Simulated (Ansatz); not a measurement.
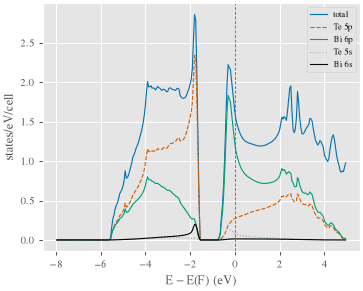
Figure. Total and projected density of states of BiTe (rock salt, space group No. 225), DFT-PBE in the program Ansatz with PAW potentials

Problem. Which orbitals carry the states next to the Fermi level?

Solution. Within 0.5 eV of the Fermi level: Bi 6p 76 %, Te 5p 15 %, Te 5s 5 %. Projections are on Löwdin-orthogonalised atomic valence shells; empty p or d shells of many metals are not among them.

Problem. Where is the tallest occupied peak in this window, and what makes it?

Solution. Near -1.8 eV, about 2.9 states/eV per cell; the largest projected share is Te 5p.

Space group Fm-3m (rock salt). The workflow started from an entry of the Crystallography Open Database (COD), which files this formula under 2 space groups. Whether it is the stable phase at ambient conditions was not checked. The cell was relaxed with PBE under the symmetry of its start; whether a distortion lowers the energy is not shown. With an odd number of electrons in the cell and no spin polarisation, the count alone makes it a metal. Scalar-relativistic: spin–orbit coupling is off unless named, which matters more the heavier the elements.

Potentials: the later of the program's two PAW sets.
